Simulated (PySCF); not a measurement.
**H$_{5}$O$_{4}$PSSi$_{2}$ (SMILES O=P(O)(O)O[Si]S[SiH3]) (triplet): density, localisation and related maps**

Input

```
{"job": {"kind": "epr"}, "charge": 0, "multiplicity": 3}
Si     0.612153     1.060923    -0.560102
S      2.659729     0.493462    -0.542814
Si     2.520647    -1.247040    -1.837785
O     -0.331520     0.367725     0.689712
P     -1.859446     0.807763     0.942258
O     -2.326230     1.843187     0.003143
O     -2.672337    -0.563439     0.909638
O     -1.895100     1.173837     2.508022
H      3.886993    -1.850562    -1.866950
H      2.119084    -0.830535    -3.209663
H      1.536462    -2.216879    -1.280960
H     -2.416030    -1.182667     1.604983
H     -1.824178     2.126861     2.647969
```

Launched as:

```sh
OMP_NUM_THREADS=1 python cluster_run.py task.json out
```

Geometry: PBE0-D3(BJ)/def2-SVP.

All numbers below come from UKS B3LYP, IGLO-III on O P S Si, pcH-1 on H, non-relativistic, mean-field spin-orbit, GIAO (PySCF 2.14.0, density-fitted response routines).

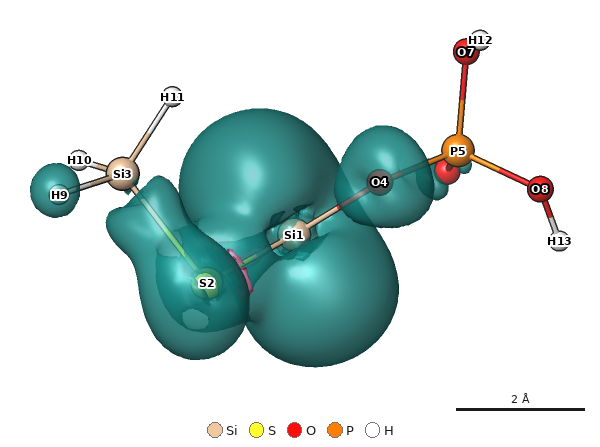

Figure 1. Isosurfaces of the spin density (α minus β) at +0.015 (teal) and −0.015 e/Å³ (pink), seen at a tilt.

Q: Describe the spin distribution.

A: The unpaired spin (2 electrons) lies mostly on Si1 (about 1.4), S2 (about 0.3), O4 (about 0.1) and Si3 (about 0.1), in electrons by Hirshfeld's partition.

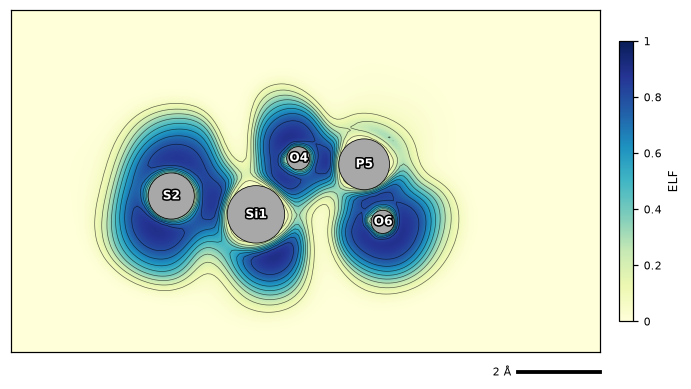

Figure 2. Electron localisation function on the plane of atoms O4, P5 and O6. Grey discs cover the atomic cores.

Q: What does the map show?

A: Atoms in the plane: Si, S, O and P. P–O (1.47 Å): the ELF peaks at about 0.85 between the atoms (a short, strongly polar bond). Si–O (1.71 Å): the ELF peaks at about 0.85 between the atoms, as expected for a shared but strongly polarised pair. Si–S (2.12 Å): the ELF peaks at about 0.85 between the atoms; localised, covalent bonding. P–O (1.61 Å): the ELF peaks at about 0.85 between the atoms: a shared but strongly polarised pair. The ELF also peaks beside Si1, S2, O6 and O4, away from the bonds: non-bonding electrons, paired or unpaired.

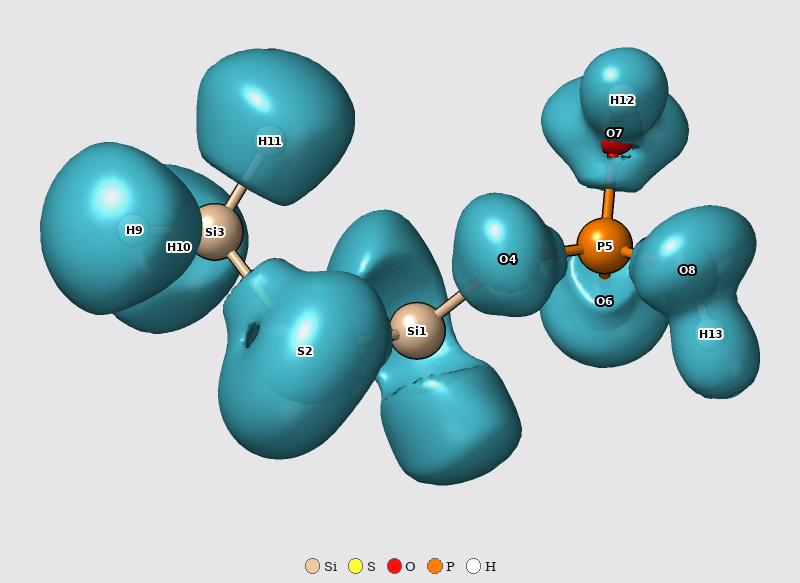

Figure 3. Isosurface of the electron localisation function at 0.75 (cyan), seen across its widest extent. Only the valence region is drawn (cores and ρ < 0.01 e/Å³ removed).

Q: What do the ELF domains correspond to?

A: The ELF exceeds this value in three regions around hydrogen nuclei, two regions on O in which the atom's valence shell and bonds are merged, one region on S in which the atom's valence shell and bonds are merged, one region wrapped around Si (its valence shell) and two joined regions spread over several atoms (H, O), in which their bonds and any lone pairs are merged.

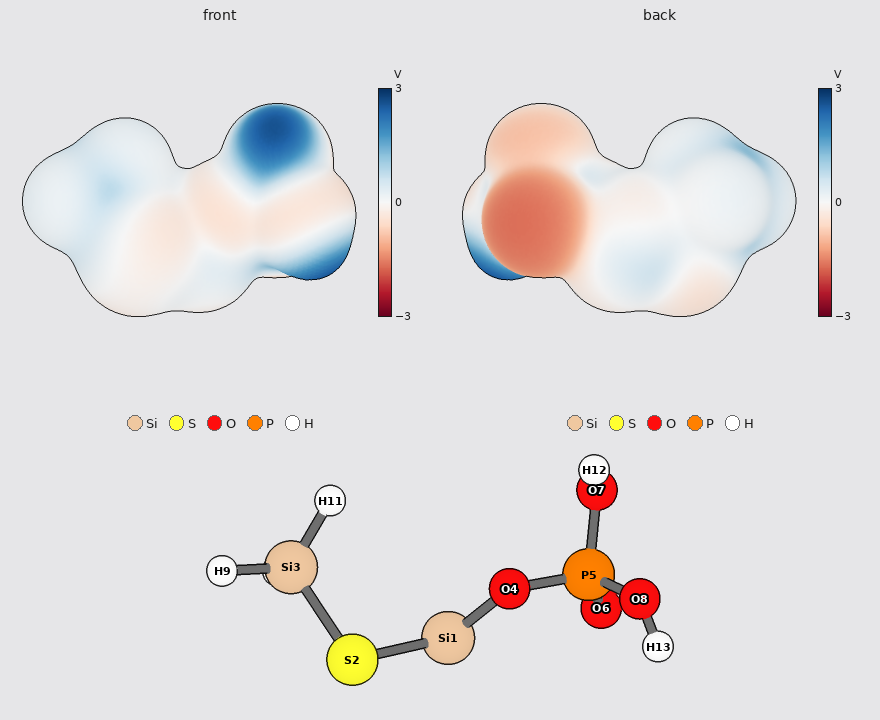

Figure 4. The electrostatic potential painted on the density surface at 0.001 e/bohr³, seen from the front and from behind; red is negative and blue positive. The bare structure is drawn below in the same view.

Q: Which sites attract a positive test charge, and which a negative one?

A: A positive charge is drawn to the negative regions and a negative charge to the positive ones. The most negative region (about −1.6 V) lies over O6, the most positive (about +2.5 V) over H12 and H13. O6 is the likeliest acceptor of a hydrogen bond.
